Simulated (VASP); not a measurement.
Band structure of BaTiO$_{3}$ (cubic perovskite). Calculation: PBE GGA with spin-orbit coupling, VASP's PBE PAW potentials (set 64) (plane waves; VASP).

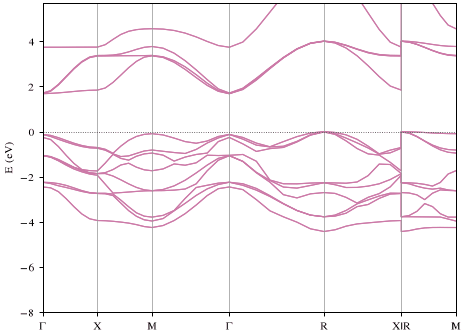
*Bands along high-symmetry lines, zero at the valence-band maximum or, without a gap, the Fermi level*

### Question
Read the plot: is there a gap, and where are the band edges?

### Answer
The gap is indirect, 1.68 eV, from the valence maximum at R to the conduction minimum at Γ.

Measured: gap 3.20 eV (computed value off by -1.52 eV), as given by Yu-ichiro Matsushita et al., Physical Review B (2011), arXiv:1104.2769.

The compound is BaTiO3 in the cubic perovskite structure, the ideal cubic form; the compound distorts at low or room temperature. It was relaxed first.
